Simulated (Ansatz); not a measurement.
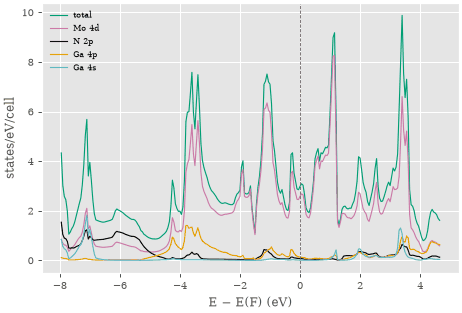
Figure. Total and projected density of states of GaMo₃N (anti-perovskite, Pm-3m), the program Ansatz at the PBEsol level (PAW)

Which orbitals carry the states next to the Fermi level?

Within 0.5 eV of the Fermi level: Mo 4d 87 %, Ga 4p 5 %. Projections are on Löwdin-orthogonalised atomic valence shells; empty p or d shells of many metals are not among them.

Where is the tallest occupied peak in this window, and what makes it?

Near -3.6 eV, about 7.6 states/eV per cell; the largest projected share is Mo 4d.

The start of the workflow was typed in or built on a structure type; neither database checked (COD, Materials Project) lists it. Its standing as an ambient phase is unchecked. The cell was relaxed with PBEsol under the symmetry of its start; phonons show weakly imaginary modes. The workflow began spin-polarised and lost its moments. Scalar-relativistic: spin–orbit coupling is off unless named, which matters more the heavier the elements.

Potentials: the later of the program's two PAW sets.
